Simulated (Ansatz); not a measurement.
**CH3F3MoO2 (SMILES C[O][Mo](=[O])([F])([F])[F]): density, localisation and related maps**

The calculation's input:

```
crystal:
  periodic: [false, false, false]
  atoms:
    - {symbol: C, position_ang: [0.577157, -1.591993, 0.191011]}
    - {symbol: O, position_ang: [-0.448278, -0.650345, 0.025976]}
    - {symbol: Mo, position_ang: [-0.570214, 1.165413, -0.156870]}
    - {symbol: O, position_ang: [-2.060642, 1.381095, -0.823215]}
    - {symbol: F, position_ang: [0.159339, 2.858517, -0.062443]}
    - {symbol: F, position_ang: [-0.756786, 1.330739, 1.675971]}
    - {symbol: F, position_ang: [0.661749, 0.966498, -1.537329]}
    - {symbol: H, position_ang: [1.358189, -1.408524, -0.554281]}
    - {symbol: H, position_ang: [0.159241, -2.589427, 0.048830]}
    - {symbol: H, position_ang: [1.003246, -1.513273, 1.195347]}
basis:
  gaussian: {orbitals: def2-TZVPP}
hamiltonian: {xc: pbe0, dispersion: d4}
output: {orbitals: {seedname: orbitals}}
```

Run with:

```sh
ansatz run in.yaml --threads 4 --pin off --events-out ev --progress --plain --max-ram 11315MiB
```

Geometry: PBE0-D4/def2-TZVP; core potentials replace the inner electrons of Mo.

Level of theory: RKS PBE0-D4/def2-TZVPP in Ansatz 0.2.0.

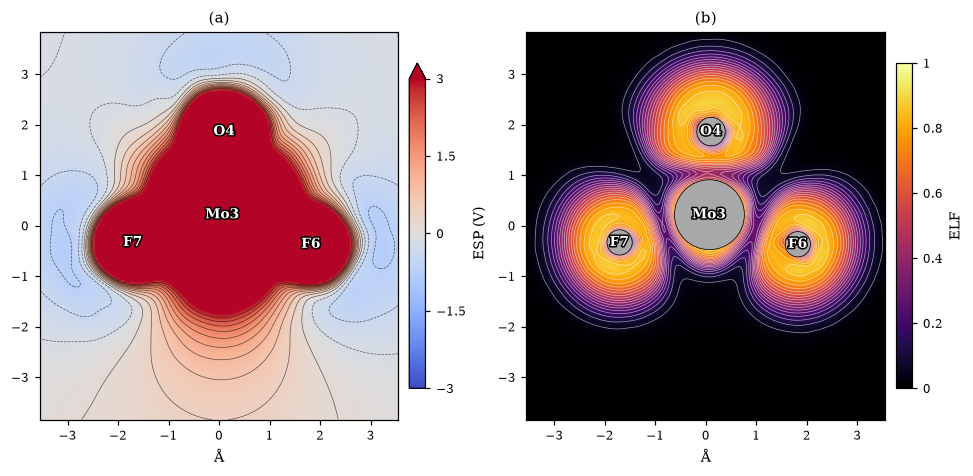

Figure 1. (a) electrostatic potential; (b) electron localisation function on the plane of atoms O4, Mo3 and F7. Grey discs cover the atomic cores in the ELF map.

Question: Describe what can be read from this map.

Answer:
- Atoms in the plane: Mo, O and F.
- Mo–O (1.65 Å): the ELF peaks at about 0.80 in the valence shell of O, 0.5 Å from its nucleus, and drops to about 0.45 between the two atoms.
- Mo–F (1.85 Å): the ELF peaks at about 0.80 in the valence shell of F, 0.5 Å from its nucleus, and drops to about 0.30 between the two atoms.
- Outside the dense part of the molecule the potential is most negative (−0.8 V) near F6.

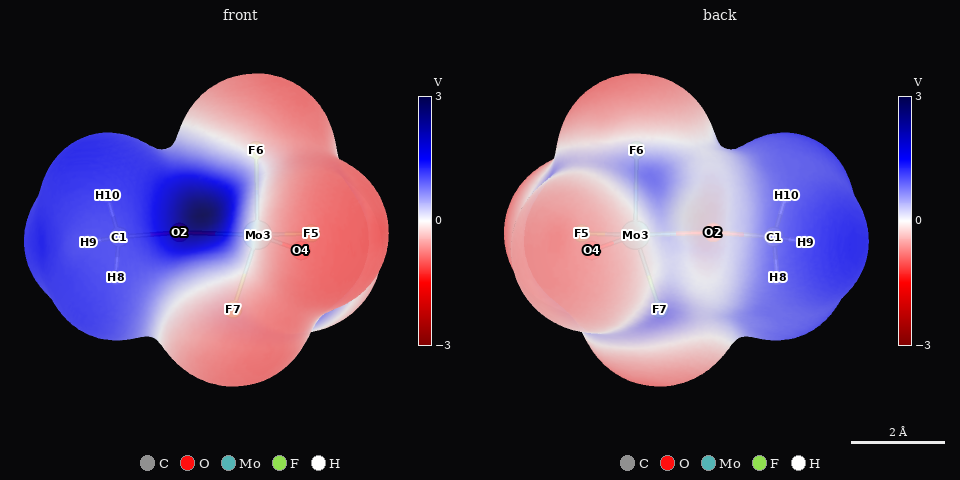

Figure 2. The electrostatic potential painted on the density surface at 0.001 e/bohr³, seen from the front and from behind; red is negative and blue positive.

Question: Where is the surface potential most negative and most positive?

Answer: The most negative region (about −0.9 V, or −21 kcal/mol for a unit charge) lies over F5, the most positive (about +2.7 V, or +62 kcal/mol for a unit charge) over Mo3.

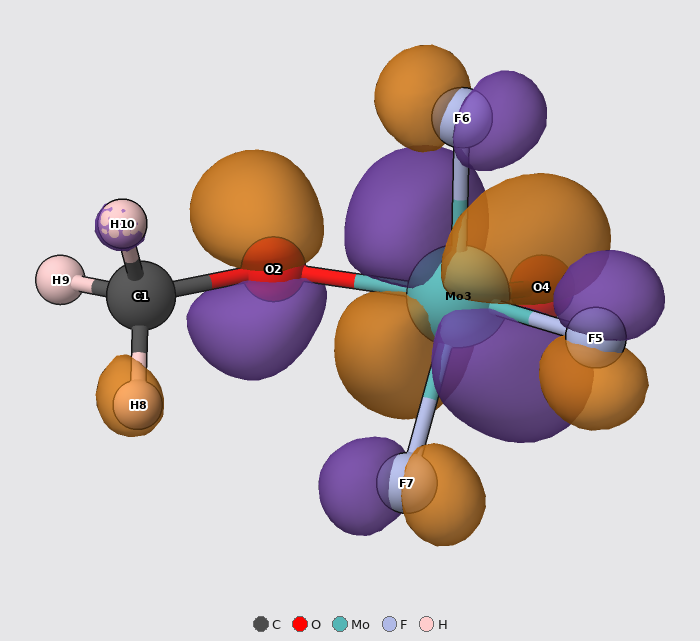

Figure 3. The LUMO at ±0.1 Å⁻³ᐟ² (orange and purple are the two phases), seen across its widest extent.

Question: What is the character of this orbital?

Answer: By Hirshfeld shares it lies mainly on Mo3 (about 65 %), O2 (about 10 %) and F5 (about 5 %). Its energy is −3.94 eV.
